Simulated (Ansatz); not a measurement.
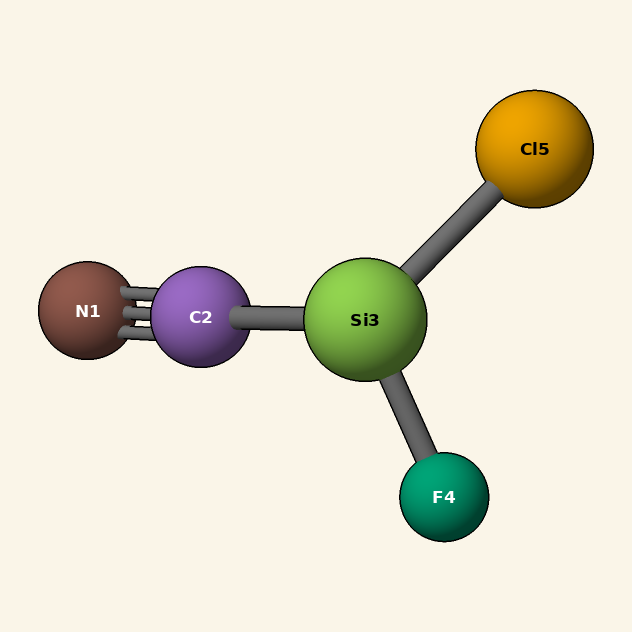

The questions are on Mulliken charges. Charge 0, doublet. Computed geometry: PBE0-D4/def2-TZVP optimisation. Method: UKS PBE0-D4/def2-TZVP (Ansatz 0.2.0).

List the Mulliken charges.

```json
{"atom": "N1", "value (e)": "−0.01"}
{"atom": "C2", "value (e)": "−0.21"}
{"atom": "Si3", "value (e)": "0.61"}
{"atom": "F4", "value (e)": "−0.25"}
{"atom": "Cl5", "value (e)": "−0.15"}
```

Mulliken values depend strongly on the basis set and can even reverse the polarity of a bond.
